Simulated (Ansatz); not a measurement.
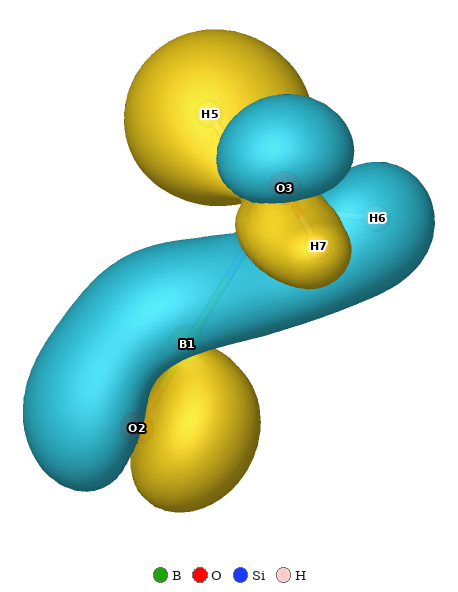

Figure 1: BH3O2Si. The HOMO−1 at ±0.08 Å⁻³ᐟ² (yellow and cyan are the two phases), seen at an oblique angle.

Geometry: BLYP-D3(BJ)/def2-SVP.

Theory: isolated molecule in a Gaussian basis; Kohn-Sham density functional theory, functional PBE0 in Ansatz.

Input file:

```
crystal:
  periodic: [false, false, false]
  atoms:
    - {symbol: B, position_ang: [-2.163582, 1.299131, -1.528588]}
    - {symbol: O, position_ang: [-2.456702, 2.298586, -0.899826]}
    - {symbol: O, position_ang: [-0.256902, -1.045234, -1.857091]}
    - {symbol: Si, position_ang: [-1.651596, -0.377855, -2.519517]}
    - {symbol: H, position_ang: [-1.322690, -0.030657, -3.931743]}
    - {symbol: H, position_ang: [-2.834448, -1.302164, -2.478701]}
    - {symbol: H, position_ang: [-0.282419, -1.249895, -0.904439]}
basis:
  gaussian: {orbitals: def2-TZVPD}
hamiltonian: {xc: {name: PBE0}}
output: {forces: true, orbitals: {seedname: orbitals}}
```

Launched as:

```sh
ansatz run input.yaml --threads 1 --pin off --max-ram 2610MiB --events-out events.jsonl --progress --plain --runs-dir runs
```

**Describe this orbital and give its energy.**

By Hirshfeld shares it lies mainly on O2 (about 35 %), Si4 (about 15 %), B1 (about 15 %), H5 (about 15 %) and O3 (about 10 %). Its energy is −9.94 eV.
